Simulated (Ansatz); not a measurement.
A series of calculations on C₂H₂ClSi

Part 1: Relaxation

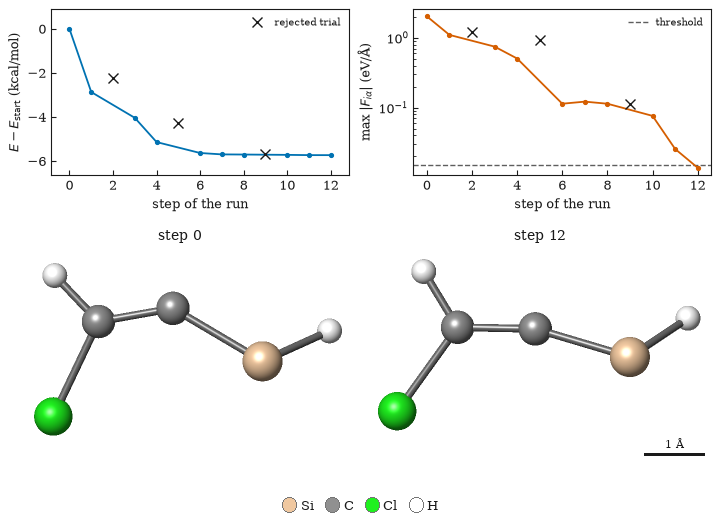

First and last geometry of a relaxation of C2H2ClSi (multiplicity 2), with the history of the run. A ball-and-stick model, seen face on.

The run prepares an end point of a later path (torsion) calculation, from a guessed geometry.

All numbers below come from UKS PBE/def2-SVP (Ansatz). Settings: collinear spin; force threshold 0.015 eV/Å; at most 40 steps.

### Read the history and describe the run.

It converged. Over 9 accepted moves (12 points after the start) the energy falls by 5.73 kcal/mol. The largest force component goes from 2 to 0.014 eV/Å. The line search rejected the trial steps at points 2, 5, 9 of the run. A C atom moves most after the best rigid fit: 0.35 Å. By element the largest moves are C 0.35 Å, Cl 0.29 Å, H 0.22 Å, Si 0.20 Å. Among the contacts that change: H–Si 1.471 → 1.526 Å, C–Si 1.783 → 1.740 Å, C–Cl 1.787 → 1.753 Å, C–C 1.301 → 1.331 Å. Among the angles between lasting bonds that change: Si–C–C 140.2° → 163.7°, C–Si–H 112.2° → 106.5°, Cl–C–H 109.5° → 111.8°. Groups turn about C–C by about 25°.

Part 2: Relaxation

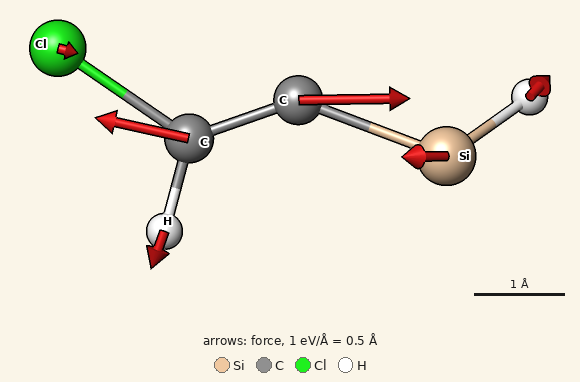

Starting geometry of C₂H₂ClSi (multiplicity 2) with the computed forces as red arrows. The picture is a ball-and-stick view, seen face on.

The run prepares an end point of a later path (torsion) calculation, from a guessed geometry.

These are results of UKS PBE/def2-SVP in Ansatz, not measurements.

Input file:
```yaml
crystal:
  periodic: [false, false, false]
  atoms:
    - { symbol: Si, position_ang: [-0.53051, 1.09667, -1.36736] }
    - { symbol: C, position_ang: [-0.17229, 0.44755, 0.25371] }
    - { symbol: C, position_ang: [0.54345, -0.47741, 0.82364] }
    - { symbol: Cl, position_ang: [0.69524, -0.76112, 2.58102] }
    - { symbol: H, position_ang: [-1.97411, 1.27281, -1.58852] }
    - { symbol: H, position_ang: [1.17329, -1.17149, 0.29077] }
magnetization:
  spin_polarized: true
  initial_magnetization: 1
basis:
  gaussian: { orbitals: def2-SVP }
hamiltonian:
  xc: pbe
relax:
  f_tol: 0.015
  max_steps: 40
```

Run as
```bash
ansatz run input.yaml --threads 2 --pin off --max-ram 3072MiB --backend cpu --events-out ev --progress --plain --runs-dir out
```

Q: Is this structure relaxed? If not, where do the atoms go?

A: It isn't relaxed: the largest force vector, on C2, is 2.53 eV/Å. The final displacements have little in common with the starting forces (cosine between the two patterns 0.20). Over 8 accepted moves (10 points after the start) the energy falls by 22.7 kJ/mol. Largest force component: 1.9 eV/Å at the start, 0.0085 eV/Å at the end. The line search rejected the trial steps at points 2, 8 of the run. The largest moves after the best rigid fit, 0.31 Å, are those of C2 and Cl4. By element the largest moves are C 0.31 Å, Cl 0.31 Å, H 0.24 Å, Si 0.18 Å. Among the contacts that change: Si1–H5 1.471 → 1.526 Å, Si1–C2 1.783 → 1.737 Å, C3–Cl4 1.787 → 1.752 Å, C2–C3 1.301 → 1.331 Å. Bond angles that change, for instance: Si1–C2–C3 140.2° → 162.0°, C2–Si1–H5 112.2° → 107.0°, C2–C3–Cl4 126.2° → 122.8°.

Part 3: Path

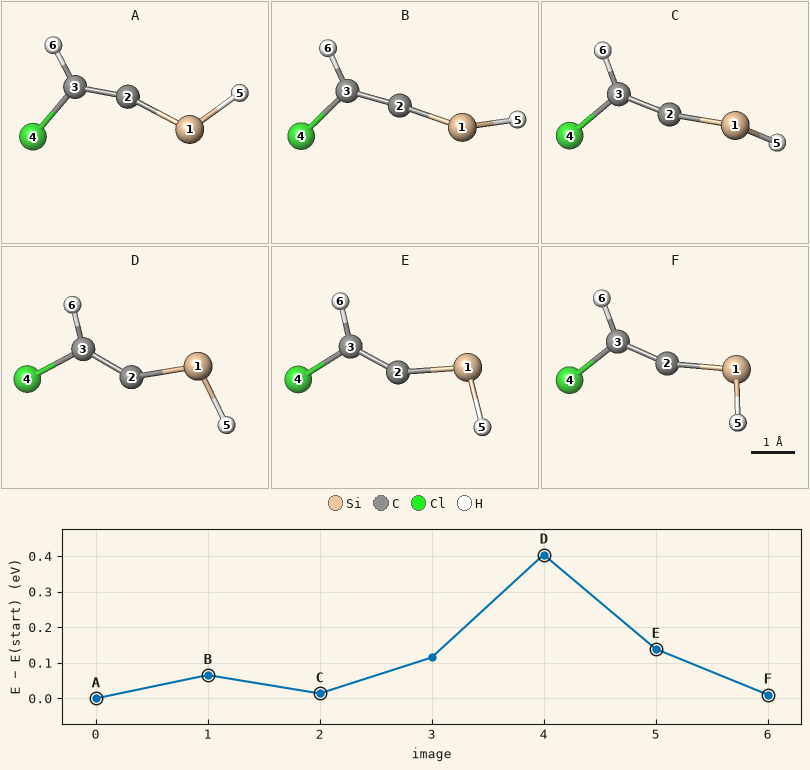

NEB run on C₂H₂ClSi (multiplicity 2). Images are numbered from 0 (start) to 6 (end). Frames A to F are images 0, 1, 2, 4, 5, 6. Style: ball-and-stick. Shown at a tilt.

Level of theory: UKS PBE/def2-SVP (Ansatz). Settings: 5 movable images; climbing image; force threshold 0.05 eV/Å; iteration limit 60; starting path by image-dependent pair potential.

> What happens along the path, and what is the barrier?

The path has more than one stage, and so few images may leave a stage unresolved. No bond forms or breaks between the ends. Among the angles between lasting bonds that change up to the highest image: Si1–C2–C3 163.7° → 139.9°, C2–Si1–H5 106.5° → 100.0°. Forward barrier 0.40 eV, backward barrier 0.39 eV, with image 4 at the top; the reaction energy is +0.01 eV. The profile has 2 maxima (images 1, 4) with a dip at image 2 (+0.01 eV), so the process runs in steps. The band converged in 49 iterations. The largest component of the band force went from 1.1 to 0.029 eV/Å. The climbing image converged on the top of the path. Its vibrational analysis gives one imaginary mode (815i cm⁻¹), as a transition state must have.

The run took 6.4 min on 2 threads of Arm Neoverse V1 (shared host), peak memory 0.15 GiB.
